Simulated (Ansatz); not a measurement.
```xyz
14

H     0.6754   -2.3597    0.2591
C     1.1692   -1.5481   -0.2660
Al   -0.7278    0.0089   -0.2312
C    -0.8424    0.1658    1.7341
C     0.1181    1.4378   -1.2993
H    -1.6978   -1.0374   -0.9815
H     1.2602   -1.6112   -1.3458
H     1.8731   -0.9276    0.2803
H    -1.6631    0.8460    2.0051
H     0.0683    0.5838    2.1808
H    -1.0521   -0.7911    2.2267
H     0.4550    1.0900   -2.2835
H    -0.6099    2.2411   -1.4856
H     0.9738    1.9013   -0.7934
```

The calculation used UKS PBE0-D4/6-31G* in Ansatz.

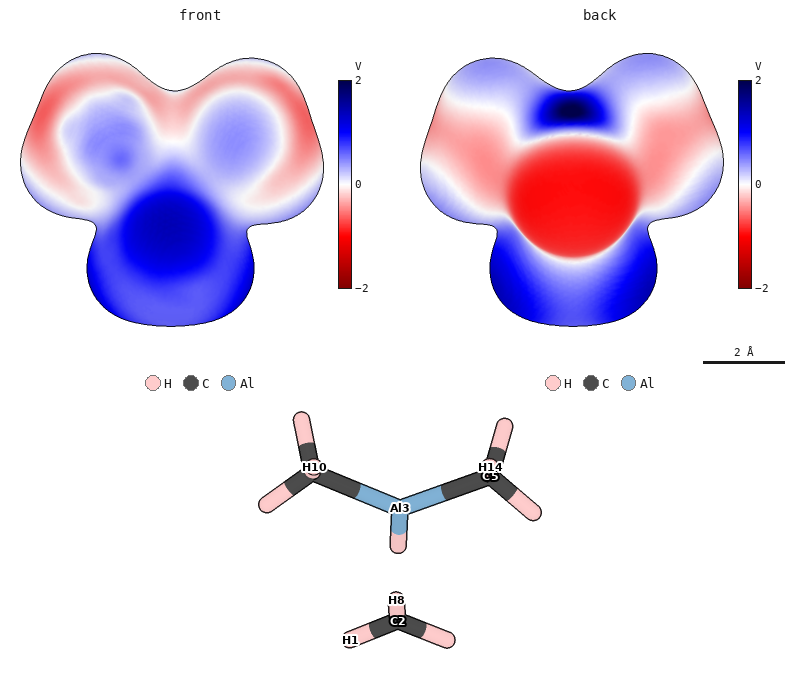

CH₃···C₂H₇Al (doublet). The molecular electrostatic potential painted on the density surface at 0.002 e/bohr³, seen from the front and from behind; the colour scale runs from red (negative) to blue (positive). The bare structure is drawn below in the same view.

Question: Describe the electrostatic potential map.

Answer: The most negative region (about −1.0 V) lies over H6, the most positive (about +1.8 V) over Al3.
